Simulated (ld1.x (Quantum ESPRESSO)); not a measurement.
* Element: Mn (Z = 25)
* Generator: ld1.x (Quantum ESPRESSO) 7.5
* Type: norm-conserving RRKJ (Kleinman–Bylander form)
* Functional: PBE
* Relativity: scalar-relativistic
* Frozen core: [Ne]
* Valence charge: 15
* Reference configuration: 3s2 3p6 3d5 4s1.75 4p0.25
* Partial waves: 3s (bound): rc 1.45 bohr; 3p (bound): rc 0.85 bohr; 3d (bound): rc 1.80 bohr
* Local potential: the d channel
* Core correction: a·sin(br)/r model core, default radius (core density twice the valence density)
* rho0: 0.005

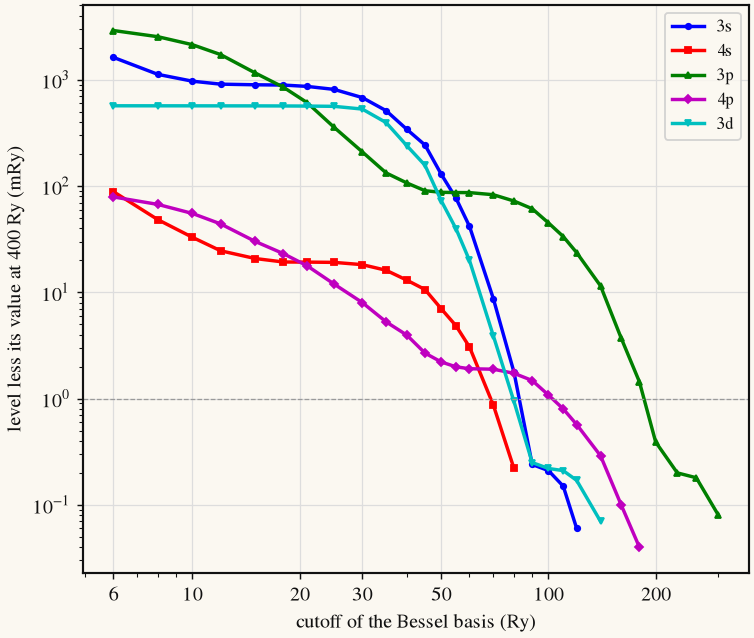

The pseudo-atom Hamiltonian at the reference potential is diagonalised in spherical Bessel functions (20 bohr box) up to the cutoff. Curves: distance of each valence level from its value at 400 Ry.

Which occupied shell is the hardest?

3p: its level needs 200 Ry to come within 1 mRy, against 110 Ry for 4p.

At which cutoff does each level come within 1 mRy for good?

3s: 90 Ry; 4s: 70 Ry; 3p: 200 Ry; 4p: 110 Ry; 3d: 80 Ry.

From which cutoff is the occupation-weighted sum of levels good to 10 mRy, and to 1 mRy?

180 Ry and 300 Ry, on the ladder of cutoffs that was run.

The potential isn't sound: the pseudo-atom misses its own reference levels by up to 0.64 eV.
